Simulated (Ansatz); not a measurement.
**Nudged elastic band, with input and output: SnH$_{4}$ClO$_{2}$ (part 2 of 2)**

Continued. System: SnH$_{4}$ClO$_{2}$, multiplicity 2. Method: UKS B3LYP-D4/def2-SVP (Ansatz 0.2.0). The run did not end well. It belongs to a series of runs on one base structure; here: band between the two ends.

Geometry of the input (Å):
```
Sn 0.6311  0.2270  -0.4479
H  -0.6585  -0.5605  1.9472
H  0.7903  -0.3728  -2.0975
O  -1.0144  1.3579  -0.4820
H  -1.3931  1.4170  0.4174
O  -0.0008  -1.3854  0.6880
H  -0.7493  -1.8380  0.2501
Cl -1.0696  0.4583  2.7344
```

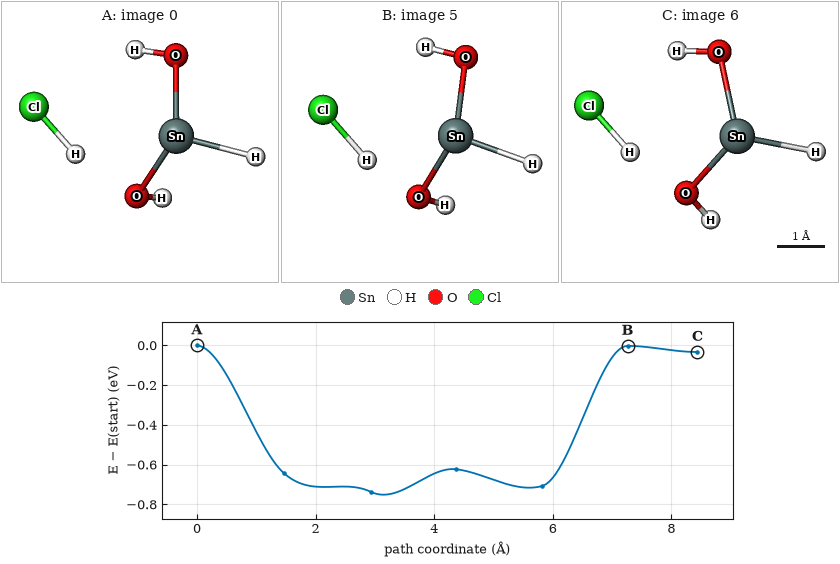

Images of the last band (counted from 0; ball-and-stick, seen at a tilt) above the energy along the path; the line is a cubic interpolation that uses the forces. No image lies above both ends; the end is 0.033 eV below the start. A local maximum stands at image 3, −0.623 eV from the start. A local maximum stands at image 5, −0.003 eV from the start. The path is 8.44 Å long. The band had not converged after 60 iterations. The end points carry forces over 0.1 eV/Å, so they aren't fully relaxed minima and the barriers are approximate.

```
Unfinished report: {"positions_ang":[[0.5936383574595809,0.29355045552158643,-0.3082312336706927],[-0.627524028632072,-0.6559687947128546,1.8005318327541882],[0.9125258487475669,-0.3625946525347001,-1.9171301792799005],[-1.073401296352685,1.3634236426896578,-0.5449461467375105],[-1.4733102071282993,1.4961516271491975,0.33458469797412305],[-0.10963169183965336,-1.383723685457948,0.7406792798020319],[-0.7645835676140381,-1.9211418056994254,0.26746977427378177],[-0.922114414640397,0.4739032030444873,2.636840974883981]],"unchecked":["starts","cluster_reference","orbital_swaps","neighbouring_geometries","increment"],"mean_field":{"relativity":"none","state":{"energy":{"ev":-22508.47826832668,"hartree":-827.1713195664661},"converged":true,"gradient_ev":0.000015162677547625974,"stability":{"kind":"minimum","curvature_ev":8.314709336792259},"curvature_floor_ev":0.00030000000000000003,"spin_squared":0.7548752436870956},"others":[],"fillings":{"estimated":0,"unestimated":0,"tried":0,"untried":0,"excluded_magnetic_sites":0},"n_dropped_functions":0,"n_trapped_functions":0,"passes":{"evaluations":2,"products":17},"factors":{"origin":"Cholesky decomposition","count":1043,"bound_ev":0.0005474393119436149},"gradient_stop_ev":0.00009,"reference_kind":"stationary","functional":{"name":"B3LYP","citations":["Stephens, Devlin, Chabalowski & Frisch, J. Phys. Chem. 98, 11623 (1994) doi:10.1021/j100096a001","Becke, Phys. Rev. A 38, 3098 (1988) doi:10.1103/PhysRevA.38.3098","Lee, Yang & Parr, Phys. Rev. B 37, 785 (1988) doi:10.1103/PhysRevB.37.785","Vosko, Wilk & Nusair, Can. J. Phys. 58, 1200 (1980) doi:10.1139/p80-159"],"text":"name \"B3LYP\"\ncite \"Stephens, Devlin, Chabalowski & Frisch, J. Phys. Chem. 98, 11623 (1994) doi:10.1021/j100096a001\"\ncite \"Becke, Phys. Rev. A 38, 3098 (1988) doi:10.1103/PhysRevA.38.3098\"\ncite \"Lee, Yang & Parr, Phys. Rev. B 37, 785 (1988) doi:10.1103/PhysRevB.37.785\"\ncite \"Vosko, Wilk & Nusair, Can. J. Phys. 58, 1200 (1980) doi:10.1139/p80-159\"\nparameter a0 = 0.2\nparameter ax = 0.72\nparameter ac = 0.81\nexchange = (1 - a0 - ax)*slater_x + ax*b88_x + a0*exact_x\ncorrelation = (1 - ac)*vwn_rpa_c + ac*lyp_c\n","parameters":{"a0":{"value":0.2,"default":0.2},"ac":{"value":0.81,"default":0.81},"ax":{"value":0.72,"default":0.72}},"final_grid":{"core_spheres":13.0,"valence_spheres":11.0,"degree":36.0},"final_grid_parameter_source":"default","radial_points_factor":1.0,"radial_grid_error_ev":6.729326096032238e-7,"grid_sensitivity":"normal","grid_sensitivity_ratio":0.0013437628806248659},"unsmoothed_excess_ev":-0.0002406383980548887,"symmetry":{"irreps":["A"],"axes":[[0.9997098053216332,0.006340097911794187,0.023240230253822155],[-0.0062529857083516134,0.9999731569891471,-0.0038190929406729125],[-0.02326381983924734,0.003672663832589391,0.9997226146421113]],"occupied":[{"A":30},{"A":29}]},"held":{"pivots":1043,"left_out":0,"joined":0},"density_repulsion":{"missed_ev":0.00001440081243235253,"excess_ev":0.0,"most_excess_ev":0.0001593,"are_drawn_again":false,"n_first_factors":1043,"energy_change_ev":0.0,"n_dropped_ends":0}},"factors":{"origin":"Cholesky decomposition","count":1043,"bound_ev":0.0005474393119436149},"n_frozen":0,"n_occupied":[30,29],"n_virtual":[62,63],"reference":{"ev":-22508.47826832668,"hartree":-827.1713195664661},"dispersion":{"energy":{"ev":-0.2929806523040288,"hartree":-0.01076684038275431},"switches_in_reach":[]},"total":{"ev":-22508.77124897898,"hartree":-827.1820864068487},"forces_ev_per_angstrom":[[-3.9214634793213743e-7,6.737325846604188e-6,-5.548167580089747e-6],[1.5251444778008674e-6,-9.908049280324925e-6,-4.7490649644748445e-6],[-4.323221794401075e-7,-1.0588092646047803e-6,-1.3527988271255786e-7],[4.298080669125695e-6,-1.9955165355411975e-6,2.3501319375909824e-6],[-6.803401347626678e-8,-7.258989290427793e-7,7.247675865452302e-7],[-1.1781671296828226e-6,-3.724012229939372e-6,-2.6215774082648247e-6],[1.515334796399698e-6,-1.8496245404392778e-6,7.336776346499388e-7],[-5.267892964316845e-6,0.000012524590671433942,9.245523747203332e-6]],"charge_distribution":{"dipole_moment_e_ang":[0.30077855972708356,-0.30702789709663664,-0.48384000250874704],"mulliken_charges_e":[0.7095466293948292,0.24419573633047864,-0.07722093590877677,-0.44789601241814303,0.1850633665221969,-0.4759408648415153,0.20033583445950254,-0.33808375353856945],"lowdin_charges_e":[0.29770694647053375,-0.045602351634065785,-0.07211550410019352,-0.03001384481630076,-0.06192992245096618,-0.01560103290029069,-0.011484946911720417,-0.06095934365698241]},"n_threads":4,"memory_gib":4.261363637633622,"seconds":{"hamiltonian":2.8338468629999998,"orbitals":0.0,"second_order":0.0,"solver_start":0.0,"cycles":0.0,"cycle":0.0,"perturbative":0.0,"full_ci_increment":0.0,"forces":0.0}}
this run last wrote the band of iteration 60 to [file]
Error: NEB band did not converge after 60 iterations: max|band force component| = 1.91e-1 eV/Å (threshold 3.0e-2); raise `neb.max_iterations` in a new run, which can start from the last band evaluated (`neb.initial_path`, with `crystal.atoms` and `neb.final_atoms` set to its first and last images), add images, or start from endpoints closer to local minima. Where this run's directory can be resumed (`checkpoint.write`), a resume goes on for up to `neb.max_iterations` more; to start a new run from the last band, take its images' positions from the `neb_iteration` event of iteration 60 (`data.images[].positions_ang`), in the event stream of the run that computed that iteration (not this run's, if it was resumed behind it). With `checkpoint.write`, `steps/00-neb/state/checkpoint.json` in the run directory holds the last saved band, under `neb.evaluated.images[].positions_ang` (a band under a hybrid functional on support functions is neither saved nor resumed: `neb.initial_path` says where its path is): check the last entry of `neb.iterations` there, which is earlier than 60 if that iteration was not saved or its write failed. If the band's step has no `state` directory and holds `state.next`, a write was cut short, and the file is under `state.next` instead (behind a loss of power it can be under `state.prev`)
this run wrote the band of iteration 60 to [file] as well, whether or not its events were kept: a new run's `neb.initial_path` can list its `images[].positions_ang`
a run's events are kept only if it was started with --events-out <file>, and are in that file
```

The last band as extended XYZ (Å, eV, eV/Å)
```
8
Properties=species:S:1:pos:R:3:forces:R:3 image=0 energy=-22508.76848
Sn    0.6311    0.2270   -0.4479    0.0290  -0.0292   0.0584
H    -0.6585   -0.5605    1.9472    0.0955  -0.0248  -0.0562
H     0.7903   -0.3728   -2.0975   -0.0142  -0.0089  -0.0196
O    -1.0144    1.3579   -0.4820   -0.0802   0.0216   0.0864
H    -1.3931    1.4170    0.4174    0.0756   0.0142  -0.0952
O    -0.0008   -1.3854    0.6880   -0.3781  -0.0358  -0.1097
H    -0.7493   -1.8380    0.2501    0.3030   0.0861   0.1464
Cl   -1.0696    0.4583    2.7344   -0.0306  -0.0231  -0.0104
8
Properties=species:S:1:pos:R:3:forces:R:3 image=1 energy=-22509.41109
Sn    0.5477    0.5767    0.0091   -0.0209   0.0757   0.0840
H    -0.5565   -1.1490    1.5919    0.0397  -0.1265  -0.0667
H     1.0184   -0.2869   -1.5291    0.0325   0.0183   0.1175
O    -1.2210    1.2324   -0.6491   -0.0400  -0.0294  -0.0234
H    -1.6996    1.5626    0.1284   -0.0626   0.0400  -0.0568
O    -0.1869   -1.5296    0.7537   -0.0626  -0.0360   0.0093
H    -0.9335   -1.8885    0.2491   -0.0427  -0.0104  -0.0091
Cl   -0.4329    0.7858    2.4558    0.1567   0.0683  -0.0549
8
Properties=species:S:1:pos:R:3:forces:R:3 image=2 energy=-22509.50490
Sn    0.4517    0.7895    0.0962   -0.0697   0.0163  -0.0377
H    -0.8099   -1.2382    1.4608    0.1367  -0.0624   0.0614
H     1.4248   -0.2363   -1.0010    0.0203  -0.0503   0.0834
O    -1.5109    0.6924   -0.4288    0.0670   0.1348  -0.0938
H    -1.9025    1.5698   -0.3017   -0.1443  -0.0885  -0.0753
O    -0.3729   -1.4964    0.6293   -0.1730   0.0354  -0.0845
H    -1.1136   -1.5484   -0.0027    0.0724   0.0915   0.0757
Cl    0.3688    0.7712    2.5577    0.0907  -0.0769   0.0707
8
Properties=species:S:1:pos:R:3:forces:R:3 image=3 energy=-22509.39124
Sn    0.5222    0.8116    0.1657    0.0598  -0.0817  -0.0579
H    -1.0409   -1.2076    1.4260    0.0949  -0.0747   0.0144
H     1.3142   -0.4900   -0.7981   -0.0038   0.0520   0.0359
O    -1.0905    1.4854   -0.8194   -0.0191   0.0287  -0.0952
H    -1.8876    1.5610   -0.2755   -0.0161  -0.0006   0.0616
O    -0.9728   -1.2467    0.4549   -0.0782   0.1567  -0.0610
H    -0.5006   -2.0643    0.2449    0.0051  -0.0642   0.0663
Cl    0.1915    0.4541    2.6112   -0.0427  -0.0162   0.0359
8
Properties=species:S:1:pos:R:3:forces:R:3 image=4 energy=-22509.47593
Sn    0.5433    0.6474    0.0847   -0.0101   0.0261   0.0304
H    -0.5560   -1.2455    1.5620    0.0120  -0.0408  -0.0185
H     1.1789   -0.2487   -1.3665    0.0155   0.0020   0.0420
O    -1.2609    1.1060   -0.6603   -0.0142  -0.0177  -0.0122
H    -1.7969    1.5326    0.0256   -0.0243   0.0033  -0.0240
O    -0.2537   -1.5264    0.6687   -0.0262  -0.0108  -0.0026
H    -1.0612   -1.6953    0.1559   -0.0168   0.0143  -0.0113
Cl   -0.2580    0.7336    2.5398    0.0641   0.0235  -0.0038
8
Properties=species:S:1:pos:R:3:forces:R:3 image=5 energy=-22508.77101
Sn    0.5936    0.2935   -0.3082    0.0000   0.0000   0.0000
H    -0.6275   -0.6560    1.8005    0.0000   0.0000   0.0000
H     0.9125   -0.3626   -1.9171    0.0000   0.0000   0.0000
O    -1.0734    1.3634   -0.5449    0.0000   0.0000   0.0000
H    -1.4733    1.4962    0.3346    0.0000   0.0000   0.0000
O    -0.1096   -1.3837    0.7407    0.0000   0.0000   0.0000
H    -0.7646   -1.9211    0.2675    0.0000   0.0000   0.0000
Cl   -0.9221    0.4739    2.6368    0.0000   0.0000   0.0000
8
Properties=species:S:1:pos:R:3:forces:R:3 image=6 energy=-22508.80153
Sn    0.6327    0.2006   -0.5820   -0.0059   0.0148  -0.0081
H    -0.8391   -0.5440    1.8698    0.0080  -0.0057  -0.0079
H     0.3866   -0.5018   -2.1865   -0.0001   0.0020   0.0059
O    -0.8150    1.5598   -0.3640    0.0079  -0.0118   0.0005
H    -1.1583    1.5500    0.5520    0.0030   0.0009   0.0000
O     0.0356   -1.2599    0.7401   -0.0222  -0.0139   0.0006
H    -0.2644   -2.0913    0.3430    0.0109   0.0111   0.0086
Cl   -1.4425    0.3902    2.6373   -0.0015   0.0027   0.0003
```

What the run reported

| quantity | value |
| --- | --- |
| outcome | not converged |
| barrier, forward (band not converged) | −0.003 eV |
| barrier, backward | 0.030 eV |
| hardware | 4 threads of AMD EPYC (Zen 3), 32 GiB of memory available, shared host |
| wall time | 18 min (CPU time 64 min) |
| peak memory | 0.34 GiB |

Diagnosis

The run did not converge: “NEB band did not converge after 60 iterations: max|band force component| = 1.91e-1 eV/Å (threshold 3.0e-2); raise `neb.max_iterations` in a new run, which can start from the last band evaluated (`neb.initial_path`, with `crystal.atoms` and `neb.final_atoms` set to its first and last images), add images, or start from endpoints closer to local minima …” Its last values are not results.
